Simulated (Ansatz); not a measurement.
# HF/def2-TZVP run of BH (SMILES [BH])

Aim: the electronic atomisation energy of BH at HF/def2-TZVP, from 3 runs. 

The results are computed with Ansatz 0.2.0.

60 further runs of the same task are left out: 60 set aside as unsound or not needed.

**1. The structure to begin with**

BH: 2 atoms, total charge 0, spin state singlet. As SMILES, `[BH]`. The bond length is the measured one.

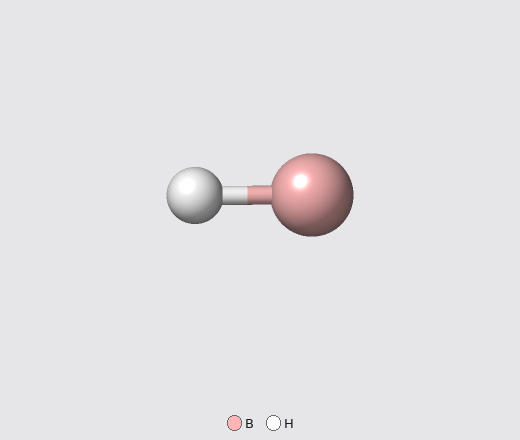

Viewed from a chosen angle; boron pink, hydrogen white.

**2. A single-point energy at HF/def2-TZVP**

File molecule.yaml:

```yaml
crystal:
  periodic: [false, false, false]
  atoms:
    - {symbol: B, position_ang: [0.000000, 0.000000, 0.000000]}
    - {symbol: H, position_ang: [0.000000, 0.000000, 1.232400]}
basis:
  gaussian:
    orbitals: def2-TZVP
hamiltonian:
  xc: hf
accuracy: high
```

On the command line:

```console
$ ansatz run molecule.yaml --threads 1 --pin off --max-ram 2610MiB --events-out events.jsonl --progress --plain --runs-dir runs
```

Standard output:

```text
Warning: RAYON_NUM_THREADS=1 ignored (pool sized by the plan → 1); use --threads N
Functional definition: HF
  name "HF"
  exchange = exact_x
  correlation = 0
481 factors; integrals over basis functions are off by at most 3.5e-9 eV
mean field evaluation 1: about -683.4439 eV, gradient 7.4e0 eV
mean field evaluation 2: about -683.4436 eV, gradient 7.4e0 eV
mean field evaluation 4: about -683.8268 eV, gradient 5.2e-1 eV
mean field evaluation 8: about -683.8299 eV, gradient 3.3e-4 eV
mean field -683.82986516 eV, -25.1302840282 hartree, gradient 6.8e-9 eV, S^2 0.000000; 0 other end points of the search recorded, 0 dependent functions left out
reference -683.82986516 eV, -25.1302840282 hartree; 3, 3 occupied and 34, 34 virtual orbitals, 481 factors
Total energy: -683.82986516 eV, -25.1302840282 hartree
```

Run time: 0.14 s. Hardware: 1 thread of Arm Neoverse V1, shared host.

**3. The B atom at the same level**

File molecule.yaml:

```yaml
crystal:
  periodic: [false, false, false]
  atoms:
    - {symbol: B, position_ang: [0.000000, 0.000000, 0.000000]}
basis:
  gaussian:
    orbitals: def2-TZVP
magnetization:
  spin_polarized: true
  initial_magnetization: 1
accuracy: high
hamiltonian:
  xc: hf
```

Run the same way, it converges to -24.53233 Eh (log not shown).

**4. The H atom at the same level**

File job.yaml:

```yaml
crystal:
  periodic: [false, false, false]
  atoms:
    - {symbol: H, position_ang: [0.000000, 0.000000, 0.000000]}
basis:
  gaussian:
    orbitals: def2-TZVP
magnetization:
  spin_polarized: true
  initial_magnetization: 1
hamiltonian:
  xc: hf
accuracy: high
```

On the command line:

```console
$ ansatz run job.yaml --threads 1 --pin off --max-ram 2610MiB --events-out events.jsonl --progress --plain --runs-dir runs
```

Standard output:

```text
Warning: RAYON_NUM_THREADS=1 ignored (pool sized by the plan → 1); use --threads N
[... 4 set-up lines as earlier in the session ...]
21 factors; integrals over basis functions are off by at most 4.9e-8 eV
mean field evaluation 1: about -13.5531 eV, gradient 1.7e0 eV
mean field evaluation 2: about -13.5531 eV, gradient 1.7e0 eV
mean field evaluation 4: about -13.6007 eV, gradient 2.9e-3 eV
mean field evaluation 8: about -13.6005 eV, gradient 1.7e-11 eV
mean field -13.60051839 eV, -0.4998098322 hartree, gradient 6.6e-10 eV, S^2 0.750000; 0 other end points of the search recorded, 0 dependent functions left out
reference -13.60051839 eV, -0.4998098322 hartree; 1, 0 occupied and 5, 6 virtual orbitals, 21 factors
Total energy: -13.60051839 eV, -0.4998098322 hartree
```

Wall time 0.04 s (1 thread of Arm Neoverse V1, shared host).

**5. What came out**

At HF/def2-TZVP:

| quantity | value |
| --- | --- |
| molecule: total energy | -25.13028 Eh |
| B atom: total energy | -24.53233 Eh |
| B atom: ⟨S²⟩ | 0.761 |
| H atom: total energy | -0.49981 Eh |
| H atom: ⟨S²⟩ | 0.750 |
| electronic atomisation energy | 2.671 eV |

What this shows: Taking the molecule apart into free atoms costs 2.67 eV (258 kJ/mol), before zero-point energy and without spin-orbit coupling. Hartree–Fock lacks the correlation of the bonding pairs, which as a rule makes this value much too low; in minimal bases other errors can mask that.
